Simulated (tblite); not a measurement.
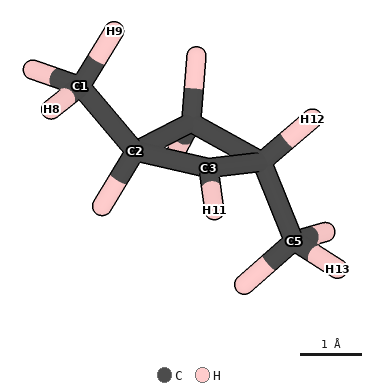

This is the input geometry for a relaxation of C₆H₁₁ (multiplicity 2). A stick model, seen from a free direction.

These are results of GFN2-xTB geometry optimisation, gas phase (tblite 0.8.0), not measurements.

```xyz
17

C     2.3408   -0.0493   -0.0439
C     0.8435    0.1337   -0.3091
C     0.1523    0.9236    0.7158
C    -0.9312   -0.0557    0.8582
C    -2.2506    0.3266    0.2305
C    -0.0586   -1.0561    0.0825
H     2.7560   -0.7747   -0.7435
H     2.8737    0.9027   -0.1848
H     2.5412   -0.4009    0.9758
H     0.6517    0.5068   -1.3071
H     0.0580    2.0008    0.7559
H    -1.0758   -0.3575    1.9163
H    -2.7212    1.1592    0.7753
H    -2.1209    0.6321   -0.8249
H    -2.9509   -0.5065    0.2458
H    -0.5384   -1.5596   -0.7461
H     0.4231   -1.8132    0.7194
```

Predict the outcome.

Answer. H10 moves most after the best rigid fit: 0.31 Å. Largest moves by element: H 0.31 Å, C 0.29 Å. Near-neighbour distances that change, for instance: C4–C5 1.510 → 1.530 Å, C5–H14 1.106 → 1.088 Å, C2–C3 1.467 → 1.484 Å, C2–H10 1.083 → 1.099 Å. Among the angles between lasting bonds that change: C2–C3–H11 127.1° → 132.7°, C1–C2–H10 112.0° → 107.9°, C1–C2–C3 113.8° → 116.7°. Over 75 geometry steps the energy falls by 0.175 eV. Cost: 0.52 s on 1 thread of Arm Neoverse N1 (shared host).

Step by step:

```json
{"step": "0", "E − E(0), eV": "0.0000"}
{"step": "1", "E − E(0), eV": "-0.0747"}
{"step": "2", "E − E(0), eV": "-0.0948"}
{"step": "3", "E − E(0), eV": "-0.1175"}
{"step": "4", "E − E(0), eV": "-0.1272"}
{"step": "5", "E − E(0), eV": "-0.1332"}
{"step": "6", "E − E(0), eV": "-0.1370"}
{"step": "7", "E − E(0), eV": "-0.1406"}
{"step": "8", "E − E(0), eV": "-0.1429"}
{"step": "9", "E − E(0), eV": "-0.1443"}
{"step": "10", "E − E(0), eV": "-0.1453"}
{"step": "13", "E − E(0), eV": "-0.1488"}
{"step": "17", "E − E(0), eV": "-0.1544"}
{"step": "20", "E − E(0), eV": "-0.1586"}
{"step": "24", "E − E(0), eV": "-0.1633"}
{"step": "27", "E − E(0), eV": "-0.1646"}
{"step": "31", "E − E(0), eV": "-0.1661"}
{"step": "34", "E − E(0), eV": "-0.1678"}
{"step": "37", "E − E(0), eV": "-0.1690"}
{"step": "41", "E − E(0), eV": "-0.1701"}
{"step": "44", "E − E(0), eV": "-0.1706"}
{"step": "48", "E − E(0), eV": "-0.1714"}
{"step": "51", "E − E(0), eV": "-0.1721"}
{"step": "54", "E − E(0), eV": "-0.1724"}
{"step": "58", "E − E(0), eV": "-0.1727"}
{"step": "61", "E − E(0), eV": "-0.1729"}
{"step": "65", "E − E(0), eV": "-0.1734"}
{"step": "68", "E − E(0), eV": "-0.1744"}
{"step": "72", "E − E(0), eV": "-0.1750"}
{"step": "75", "E − E(0), eV": "-0.1751"}
```

Final geometry:

```xyz
17

C     2.3583   -0.0691    0.0546
C     0.9108    0.1542   -0.3862
C     0.0857    1.0467    0.4653
C    -0.9101   -0.0015    0.8001
C    -2.3444    0.2516    0.3307
C    -0.0828   -0.9845   -0.0597
H     2.8038   -0.8805   -0.5174
H     2.9451    0.8328   -0.1046
H     2.3947   -0.3232    1.1115
H     0.9213    0.4313   -1.4494
H     0.2040    2.0637    0.7811
H    -0.9466   -0.2687    1.8655
H    -2.7760    1.0864    0.8783
H    -2.3558    0.4919   -0.7299
H    -2.9590   -0.6308    0.4978
H    -0.6163   -1.3820   -0.9199
H     0.3599   -1.8063    0.4982
```

The end point in the same view:

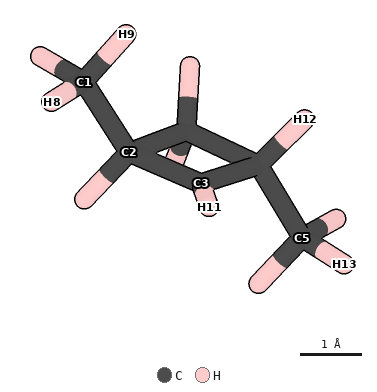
